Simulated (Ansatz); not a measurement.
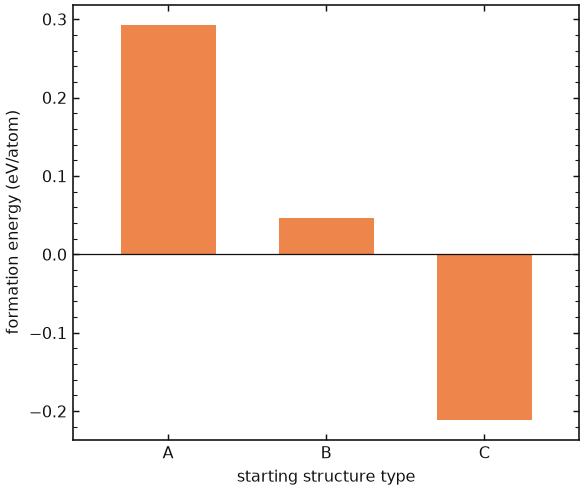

The picture above shows the formation energy of each starting structure type for Mg₂I. The labels are replaced by letters. In alphabetical order the cases are: CaCl2 type; cadmium chloride type; fluorite type.

Method: a formula put on the sites of a structure type, uncorrected energy per atom over the elements' standard states (H N O F Cl as gases), plane-wave PAW DFT, cell and atoms relaxed at 0 K and 0 GPa, spin start parallel or as listed, metals to 4 meV/atom (Ansatz 0.2.0). Level: PBE, no spin polarisation.

wave cutoff 420 eV.

The names give the starting types; a cell can relax into another structure.

Which letter stands for which starting structure type?

Answer. A: fluorite type (0.293 eV/atom); B: CaCl2 type (0.047 eV/atom); C: cadmium chloride type (−0.211 eV/atom).

Caveats: no spin polarisation, a magnetic state may lie lower.
